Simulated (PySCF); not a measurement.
Al(OAc)(OH)(OMe), C3H7AlO4, SMILES C[O][Al]([OH])[O]C(C)=O, GFN2-xTB optimised geometry. Atoms within 1.6 Å of the plane z = 0.0 Å (x, y, z in Å): Al1 (-0.21, 0.38, 0.00), O2 (1.70, 0.38, 0.00), C3 (1.60, 0.07, 1.21), H7 (3.68, 0.34, 1.57), O9 (-0.77, 1.91, 0.00), H10 (-1.11, 2.79, -0.01), O11 (-0.74, -0.99, -0.73), C12 (-1.37, -2.00, -1.45), H13 (-1.70, -2.79, -0.78).

Level of theory: PBE0/def2-TZVP (PySCF 2.14.0). Cells within 0.4 Å of a nucleus heavier than hydrogen are left out (blank, or x).

Map of the electrostatic potential (hartree/e), clipped to [-0.08, 0.12] on the plane z = 0.0 Å:

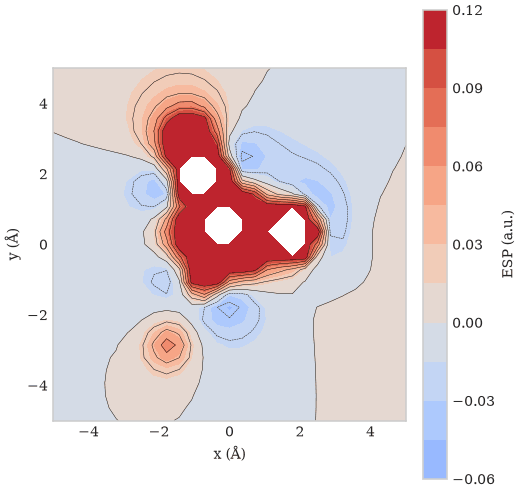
Electrostatic potential (hartree/e), clipped to [-0.08, 0.12] on the plane z = 0.0 Å.
